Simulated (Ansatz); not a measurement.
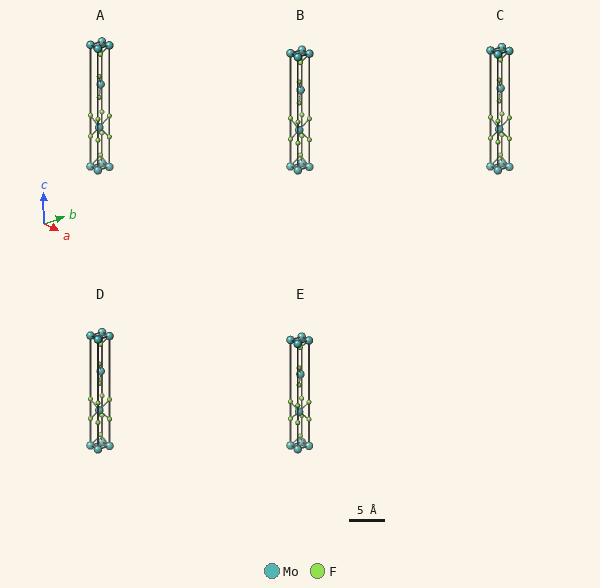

5 geometries from one relaxation of solid MoF₂ (built on the 3R molybdenite_160 type) (coarse preliminary run), in shuffled order. The picture is a ball-and-stick view of the conventional cell (3 times the calculation's cell), seen slightly off an axis. Lengths and directions refer to the drawn axes.

Case: 3R molybdenite type (R3m, No. 160).

All numbers below come from DFT PBE, scalar-relativistic, plane waves, PAW (Ansatz). (plane-wave cutoff 420 eV; k-point mesh 6 × 6 × 6; occupations gaussian; smearing width 0.1 eV; collinear spin; cell and atoms relaxed; force threshold 0.04 eV/Å; at most 70 steps)

### Order the frames from highest to lowest energy.

E, D, B, C, A. They are steps 0, 1, 3, 6, 11, at +529 meV per atom, +58.6 meV per atom, +19.7 meV per atom, +5.1 meV per atom relative to the last. The energy falls by 529 meV per atom in 8 accepted moves (11 points after the start). Largest force component: 5.7 eV/Å at the start, 0.014 eV/Å at the end. Pressure: 55.31 GPa at the start and 0.03 GPa at the end. At 3 points the geometry stayed and the basis and grid were re-selected for the new cell (energy shift of 11.7 meV per atom at most each time). The largest moves relative to the cell, 0.084 Å, are those of F atoms. Mo stays in place. Cell: a = b 2.715 → 2.771 Å (+2.0 %), c 15.770 → 18.184 Å (+15.3 %). Volume +20.1 %. Among the contacts that change: F–Mo 2.030 → 2.242 Å, Mo–Mo 2.715 → 2.771 Å. Bond angles that change, for instance: Mo–F–Mo 84.0° → 76.3°. The space group stays R3m (No. 160).
